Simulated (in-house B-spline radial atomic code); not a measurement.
**Fe¹⁰⁺: ionisation energy by several methods**

How far do functionals differ on the ionisation energy of Fe¹⁰⁺? Each run solves Fe¹⁰⁺ and then the next ion ([Ne] 3s2 3p3).

Method: scalar-relativistic (X2C), several functionals, spin-polarised, exact exchange averaged over the configuration; spherical all-electron atom at the radial basis limit. Code: in-house B-spline radial atomic code version 1.

## Step 1: What is computed

* element: iron (Z = 26)
* charge: +10
* electrons: 16
* configuration: [Ne] 3s2 3p4
* nucleus: Fermi, rms radius 3.738 fm

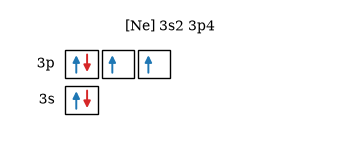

Occupation of the outer shells (arrows by Hund's rule).

Where spins are not typed, each open shell is filled with up spins first.

## Step 2: ωB97X, a range-separated hybrid

Settings of the run:

```ini
Z = 26
electrons = 16.0
configuration = [Ne] 3s2 3p4
hamiltonian = x2c
method = wb97x
spin_polarised = True
nucleus = fermi
rms_radius = 3.7377
mass_number = 56
atomic_mass = 55.934935537
speed_of_light = 137.035999084
exact_exchange = averaged over the configuration
```

Started as:

```bash
> python run_scf.py task.json out
```

The settings of every run stand in task.json; they run in order.

## Step 3: B3LYP, a global hybrid

Settings: those of step 2 with these lines changed.

```diff
@@ -4,3 +4,3 @@
 hamiltonian = x2c
-method = wb97x
+method = b3lyp
 spin_polarised = True
```

## Step 4: r2SCAN0, a global hybrid

Settings: those of step 3 with these lines changed.

```diff
@@ -4,3 +4,3 @@
 hamiltonian = x2c
-method = b3lyp
+method = r2scan0
 spin_polarised = True
```

## Step 5: CAM-B3LYP, a range-separated hybrid

Settings: those of step 4 with these lines changed.

```diff
@@ -4,3 +4,3 @@
 hamiltonian = x2c
-method = r2scan0
+method = camb3lyp
 spin_polarised = True
```

## Step 6: TPSSh, a global hybrid

Settings: those of step 5 with these lines changed.

```diff
@@ -4,3 +4,3 @@
 hamiltonian = x2c
-method = camb3lyp
+method = tpssh
 spin_polarised = True
```

## Step 7: PBE0, a global hybrid

Settings: those of step 6 with these lines changed.

```diff
@@ -4,3 +4,3 @@
 hamiltonian = x2c
-method = tpssh
+method = pbe0
 spin_polarised = True
```

Before running: The tabulated ionisation energy is 290.9 ± 0.4 eV (semi-empirical; NIST Atomic Spectra Database). What does each method give, and which comes nearest?

As calculated:

| method | rung | total energy (hartree) | ΔSCF (eV) | −ε highest (eV) | ΔSCF less tabulated (eV) |
| --- | --- | --- | --- | --- | --- |
| B3LYP | global hybrid | -1233.7456 | 290.68 | 279.43 (3p down) | -0.22 |
| r2SCAN0 | global hybrid | -1233.6832 | 289.80 | 279.84 (3p down) | -1.10 |
| TPSSh | global hybrid | -1233.7708 | 290.25 | 277.84 (3p down) | -0.65 |
| PBE0 | global hybrid | -1233.5356 | 290.41 | 280.05 (3p down) | -0.49 |
| ωB97X | range-separated hybrid | -1233.8552 | 290.48 | 282.43 (3p down) | -0.42 |
| CAM-B3LYP | range-separated hybrid | -1233.8086 | 290.59 | 281.42 (3p down) | -0.31 |

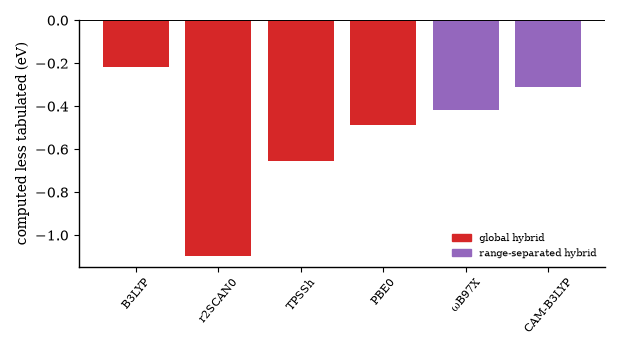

Error of each method against the tabulated value; one colour a rung.

**Reading.** Tables give 290.9 ± 0.4 eV (semi-empirical; NIST Atomic Spectra Database) for the ionisation energy. B3LYP misses by -0.22 eV, the least, and r2SCAN0 by -1.10 eV (0.38 %), the most. Relativistic terms that these runs lack can be as large as the gaps between close methods, so the nearest may be so by luck. Open shells are averaged (over orientations, and over spins where the run is restricted), while tables refer to the lowest levels.
